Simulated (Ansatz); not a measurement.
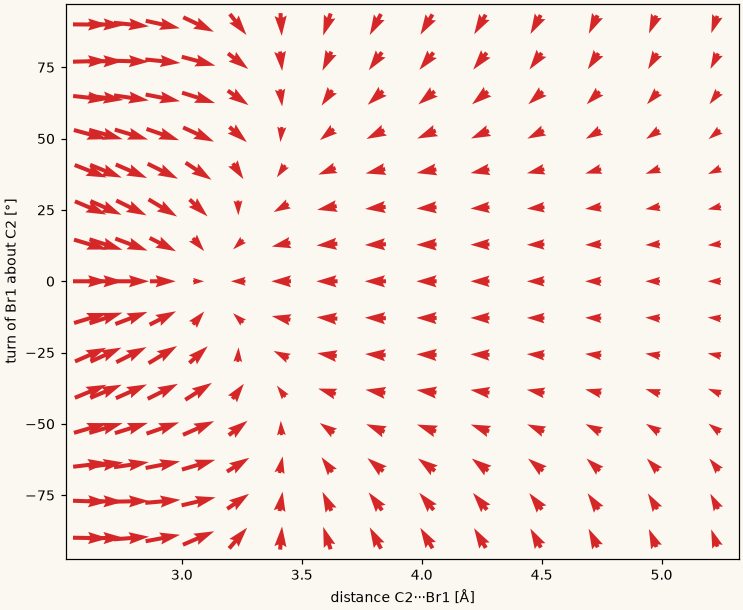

The pair Br···CH₃Cl, charge −1. The turn is about an axis along (0.18, −0.98, 0.01) in the frame of the relaxed pair, normal to the line between the partners. First axis: distance C2···Br1. Second axis: turn of Br1 about C2. Grid: 15 × 15 points. The calculation used RKS SPW92 (LDA)/def2-TZVPD (Ansatz).

The picture shows arrows along the force (downhill), their lengths compressed.

> The arrows alone are given. Where is the energy lowest?

The arrows converge at about distance C2···Br1 = 3.119 Å, turn of Br1 about C2 = 0° (read from the interpolated surface).

The energy map of the same scan:

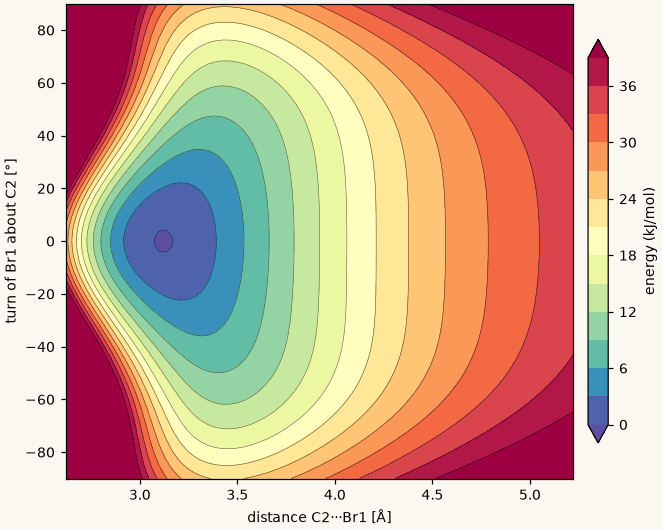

Energies are in kJ/mol, from the lowest grid point; between grid points the surface is interpolated.
